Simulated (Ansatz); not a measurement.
**Nudged elastic band, with input and output: SiN3H9O (part 2 of 2)**

Continued. System: SiN3H9O. Method: RKS PBE0/6-31G* (Ansatz 0.2.0). It belongs to a series of runs on one base structure; here: band between the two ends.

Geometry of the input (Å):
```
Si -0.1887  0.2861  -0.0232
H  -0.5057  0.4044  1.4316
N  1.5132  0.3337  -0.2279
H  2.0085  -0.4424  0.2057
H  1.8648  0.5098  -1.1604
N  -0.8073  1.5172  -1.0706
H  -1.8061  1.5820  -1.2131
H  -0.3978  2.4412  -1.0144
N  -0.9220  -1.2638  -0.4100
H  -1.7835  -1.5005  0.0697
H  -1.0012  -1.5082  -1.3919
O  1.4493  -2.5068  0.7872
H  0.6005  -2.2938  0.3419
H  1.1972  -2.6455  1.7083
```

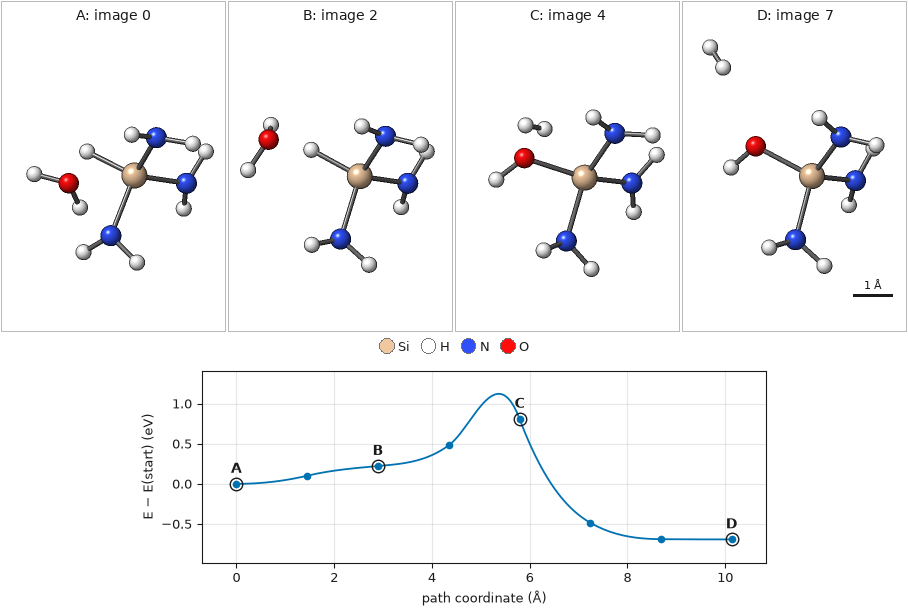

Fig. 1: Images of the last band (counted from 0; ball-and-stick, seen at an oblique angle) above the energy along the path; the line is a cubic interpolation that uses the forces. The highest image is number 4, 0.810 eV above the start and 1.502 eV above the end; the end lies 0.692 eV below the start. The path is 10.14 Å long. The band converged in 33 iterations.

```
Total energy: -14531.21862575 eV, -534.0124348827 hartree
Atom 0 at     0.152253    -0.415301    -0.253692 Å, force     0.190866    -0.448726    -0.201884 eV/Å
Atom 1 at    -0.126888     0.157943     1.900854 Å, force     0.067320     0.091725     0.791752 eV/Å
Atom 2 at     1.749310     0.077648    -0.575490 Å, force     0.102377    -0.097094    -0.184067 eV/Å
Atom 3 at     2.468690    -0.576733    -0.310935 Å, force     0.189825     0.026684    -0.126424 eV/Å
Atom 4 at     1.980712     0.670095    -1.354469 Å, force     0.103066     0.106597    -0.029012 eV/Å
Atom 5 at    -0.640368     1.126261    -0.553652 Å, force     0.084118    -0.301113     0.409940 eV/Å
Atom 6 at    -1.636174     1.244369    -0.696519 Å, force     0.095785    -0.250562     0.205862 eV/Å
Atom 7 at    -0.197776     2.029622    -0.437621 Å, force     0.137096    -0.275786     0.208115 eV/Å
Atom 8 at    -1.092751    -1.408184    -0.891846 Å, force    -0.041473    -0.109297    -0.279602 eV/Å
Atom 9 at    -0.815553    -2.369406    -1.013613 Å, force    -0.248962    -0.202867    -0.155348 eV/Å
Atom 10 at    -1.698088    -1.075799    -1.624634 Å, force    -0.069375    -0.047647    -0.220496 eV/Å
Atom 11 at     0.750361    -1.729321     0.770807 Å, force    -0.154816     0.345529    -0.517263 eV/Å
Atom 12 at     0.050051    -2.326314     1.070330 Å, force     0.008991     0.188627    -0.119786 eV/Å
Atom 13 at     0.277419    -0.491382     2.003480 Å, force    -0.464817     0.973931     0.218214 eV/Å
Dipole moment:    -0.239299     0.058089    -0.374742 e Å
this run last wrote the band of iteration 33 to [file]
```

**The last band as extended XYZ (Å, eV, eV/Å)**
```
14
Properties=species:S:1:pos:R:3:forces:R:3 image=0 energy=-14532.02818
Si   -0.1887    0.2861   -0.0232    0.0024   0.0113   0.0015
H    -0.5057    0.4044    1.4316   -0.0009  -0.0013  -0.0039
N     1.5132    0.3337   -0.2279    0.0012   0.0099   0.0139
H     2.0085   -0.4424    0.2057    0.0029  -0.0020  -0.0020
H     1.8648    0.5098   -1.1604   -0.0021  -0.0021  -0.0057
N    -0.8073    1.5172   -1.0706   -0.0006  -0.0065   0.0022
H    -1.8061    1.5820   -1.2131    0.0018   0.0008   0.0007
H    -0.3978    2.4412   -1.0144    0.0008  -0.0014  -0.0019
N    -0.9220   -1.2638   -0.4100   -0.0077  -0.0078  -0.0078
H    -1.7835   -1.5005    0.0697    0.0028   0.0027   0.0046
H    -1.0012   -1.5082   -1.3919   -0.0006   0.0005   0.0013
O     1.4493   -2.5068    0.7872   -0.0223   0.0003   0.0067
H     0.6005   -2.2938    0.3419    0.0117  -0.0049  -0.0105
H     1.1972   -2.6455    1.7083    0.0106   0.0004   0.0010
14
Properties=species:S:1:pos:R:3:forces:R:3 image=1 energy=-14531.92632
Si   -0.1684    0.1372   -0.1368    0.0027   0.0039   0.0053
H    -0.3844   -0.0054    1.3384   -0.0131   0.0128   0.0081
N     1.5247    0.2267   -0.4069   -0.0013   0.0026   0.0085
H     2.0600   -0.5452   -0.0201   -0.0021   0.0033   0.0192
H     1.8487    0.4763   -1.3326    0.0064   0.0015   0.0172
N    -0.8063    1.5570   -0.8875    0.0011  -0.0038  -0.0047
H    -1.8089    1.6766   -0.9378    0.0026  -0.0055  -0.0211
H    -0.3506    2.4392   -0.6916   -0.0038  -0.0010  -0.0118
N    -0.9643   -1.2906   -0.7419    0.0340  -0.0266   0.0126
H    -1.7530   -1.6716   -0.2375   -0.0867   0.0494   0.0531
H    -1.1135   -1.3750   -1.7409    0.0370  -0.0447   0.0165
O     1.4179   -2.3851    1.2483    0.0083  -0.0126  -0.0190
H     0.6701   -2.5086    0.6416    0.0158   0.0541  -0.0923
H     1.0493   -1.8179    1.9384   -0.0009  -0.0334   0.0084
14
Properties=species:S:1:pos:R:3:forces:R:3 image=2 energy=-14531.80566
Si   -0.1798    0.1141   -0.2144   -0.0199   0.0070  -0.0143
H    -0.3345   -0.0830    1.2640   -0.0098  -0.0124  -0.0041
N     1.5269    0.1969   -0.4660   -0.0086  -0.0003  -0.0041
H     2.0715   -0.5703   -0.0876   -0.0157   0.0021   0.0138
H     1.8537    0.4457   -1.3917   -0.0039  -0.0074   0.0034
N    -0.7960    1.5734   -0.8942   -0.0087   0.0154  -0.0015
H    -1.7983    1.7053   -0.8941    0.0007   0.0161  -0.0083
H    -0.3162    2.4359   -0.6764    0.0015   0.0104  -0.0104
N    -1.1982   -1.1086   -0.9105    0.0118   0.0113  -0.0164
H    -1.0304   -2.0714   -0.6465   -0.0369   0.0175   0.0196
H    -1.3441   -1.0530   -1.9117    0.0161  -0.0010  -0.0150
O     1.2910   -2.2905    1.4795    0.0255  -0.0277   0.0150
H     0.5227   -2.8746    1.4479    0.0342  -0.0268   0.0183
H     0.9528   -1.5063    1.9345    0.0136  -0.0043   0.0042
14
Properties=species:S:1:pos:R:3:forces:R:3 image=3 energy=-14531.54690
Si   -0.0127   -0.0326   -0.1242   -0.0729   0.1694   0.0516
H    -0.2209    0.1698    1.3631   -0.0324  -0.0025  -0.2290
N     1.6655    0.1119   -0.4942   -0.0420   0.0171   0.0274
H     2.3237   -0.6094   -0.2370   -0.0636  -0.0136   0.0224
H     1.9047    0.5555   -1.3714   -0.0351  -0.0451  -0.0095
N    -0.7052    1.3555   -0.9136   -0.0314   0.1003  -0.1383
H    -1.7136    1.4193   -0.8344   -0.0337   0.0780  -0.0471
H    -0.3064    2.2277   -0.5850   -0.0479   0.0851  -0.0535
N    -1.0242   -1.3390   -0.7193    0.0289   0.0358   0.0728
H    -0.5858   -2.2254   -0.9393    0.0948   0.0660   0.0276
H    -1.5835   -1.0613   -1.5210    0.0435   0.0126   0.0487
O     0.8436   -1.9739    1.2849    0.0445  -0.1116   0.2135
H    -0.0089   -2.4269    1.2094   -0.0198  -0.0482   0.0526
H     0.6450   -1.2577    1.9151    0.1671  -0.3433  -0.0391
14
Properties=species:S:1:pos:R:3:forces:R:3 image=4 energy=-14531.21860
Si    0.1523   -0.4153   -0.2537    0.1909  -0.4487  -0.2019
H    -0.1269    0.1579    1.9009    0.0673   0.0917   0.7918
N     1.7493    0.0776   -0.5755    0.1024  -0.0971  -0.1841
H     2.4687   -0.5767   -0.3109    0.1898   0.0267  -0.1264
H     1.9807    0.6701   -1.3545    0.1031   0.1066  -0.0290
N    -0.6404    1.1263   -0.5537    0.0841  -0.3011   0.4099
H    -1.6362    1.2444   -0.6965    0.0958  -0.2506   0.2059
H    -0.1978    2.0296   -0.4376    0.1371  -0.2758   0.2081
N    -1.0928   -1.4082   -0.8918   -0.0415  -0.1093  -0.2796
H    -0.8156   -2.3694   -1.0136   -0.2490  -0.2029  -0.1553
H    -1.6981   -1.0758   -1.6246   -0.0694  -0.0476  -0.2205
O     0.7504   -1.7293    0.7708   -0.1548   0.3455  -0.5173
H     0.0501   -2.3263    1.0703    0.0090   0.1886  -0.1198
H     0.2774   -0.4914    2.0035   -0.4648   0.9739   0.2182
14
Properties=species:S:1:pos:R:3:forces:R:3 image=5 energy=-14532.51301
Si    0.1829   -0.5078   -0.4456    0.0101  -0.0271  -0.0520
H    -0.1225    0.3470    2.6819   -0.0150   0.0777   0.2071
N     1.7544   -0.1037   -0.9781    0.0030  -0.0494  -0.1039
H     2.5543   -0.6156   -0.6412    0.0254  -0.0054  -0.0706
H     1.9782    0.6901   -1.5538    0.0049  -0.0039  -0.0545
N    -0.6085    1.0114   -0.3340    0.0055  -0.0386   0.0347
H    -1.6103    1.0991   -0.2521    0.0050  -0.0521   0.0889
H    -0.1231    1.8465   -0.0434    0.0146  -0.0543   0.0763
N    -1.0419   -1.4402   -1.2305    0.0223  -0.0228  -0.0884
H    -0.8851   -2.4230   -1.4014   -0.0060  -0.0295  -0.0879
H    -1.6041   -1.0235   -1.9580    0.0385  -0.0103  -0.0961
O     0.6266   -1.5632    0.7805   -0.0339   0.0591   0.0262
H    -0.0928   -2.1561    1.0274   -0.0419   0.0615   0.0128
H     0.2131   -0.2475    2.3815   -0.0324   0.0951   0.1076
14
Properties=species:S:1:pos:R:3:forces:R:3 image=6 energy=-14532.71738
Si    0.1511   -0.4693   -0.5573   -0.0002   0.0000  -0.0005
H     0.1137    0.0527    3.6541    0.0005  -0.0010   0.0045
N     1.7282   -0.0680   -1.1021    0.0001   0.0006  -0.0005
H     2.4865   -0.7200   -0.9660   -0.0003  -0.0007  -0.0013
H     1.8634    0.5168   -1.9129   -0.0005  -0.0011  -0.0019
N    -0.6516    1.0382   -0.3792   -0.0002   0.0001  -0.0006
H    -1.6378    1.0597   -0.1608   -0.0001  -0.0003   0.0000
H    -0.1551    1.7957    0.0686   -0.0002  -0.0002   0.0000
N    -0.9956   -1.3980   -1.4681    0.0004  -0.0001  -0.0009
H    -0.7664   -2.3560   -1.6989    0.0008   0.0000  -0.0010
H    -1.4414   -0.9464   -2.2562    0.0009  -0.0001  -0.0013
O     0.5025   -1.4276    0.7631   -0.0006   0.0009   0.0001
H    -0.2673   -1.9277    1.0585   -0.0006   0.0013   0.0006
H     0.2910   -0.2366    2.9904   -0.0001   0.0005   0.0029
14
Properties=species:S:1:pos:R:3:forces:R:3 image=7 energy=-14532.72035
Si    0.0404   -0.3702   -0.5936   -0.0031  -0.0011   0.0004
H     0.7741   -0.5521    3.9876   -0.0013  -0.0021  -0.0084
N     1.6683   -0.0033   -0.9939    0.0090   0.0006  -0.0004
H     2.4057   -0.6345   -0.7165   -0.0041   0.0031  -0.0022
H     1.8925    0.5031   -1.8372   -0.0013  -0.0026   0.0036
N    -0.7752    1.1399   -0.6346   -0.0052   0.0088  -0.0003
H    -1.7795    1.1757   -0.5311    0.0025  -0.0037  -0.0010
H    -0.3276    1.9391   -0.2085    0.0018  -0.0015  -0.0009
N    -0.9973   -1.3838   -1.5430   -0.0034  -0.0051  -0.0055
H    -0.7446   -2.3564   -1.6607   -0.0018   0.0050  -0.0003
H    -1.3523   -1.0075   -2.4127    0.0038  -0.0022   0.0073
O     0.2436   -1.2106    0.8340    0.0028  -0.0014   0.0021
H    -0.5581   -1.6792    1.0940   -0.0015   0.0002  -0.0021
H     0.7313   -0.6467    3.2492    0.0017   0.0020   0.0079
```

**Key numbers**

- outcome: converged
- barrier, forward: 0.810 eV
- barrier, backward: 1.502 eV
- wall time: 3.6 min (CPU time 6.8 min)
- peak memory: 0.24 GiB

The order of the saddle point was not checked.
